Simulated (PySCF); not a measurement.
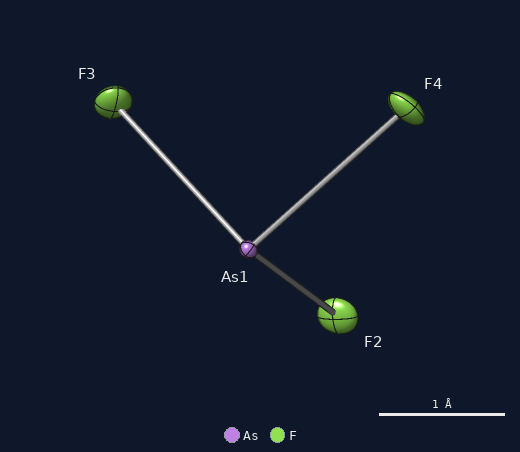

Displacement ellipsoids at the 50 % level, enlarged 2 times, from the internal vibrations of the free molecule (harmonic, no overall translation or rotation; no half-axis is drawn under 0.075 Å). Vibrations computed with RKS-based PBE, As def2-TZVP, F def2-TZVP; non-relativistic; density fitting (PySCF 2.14.0). Temperature: 298 K.

Give the displacement parameters, one line for each set of equivalent atoms.

```json
{"atom": "As1", "U_eq (Å²)": "0.00027", "rms amplitudes (Å)": "0.015, 0.015, 0.019"}
{"atom": "F2, F3, F4", "U_eq (Å²)": "0.0022", "rms amplitudes (Å)": "0.030, 0.049, 0.058"}
```
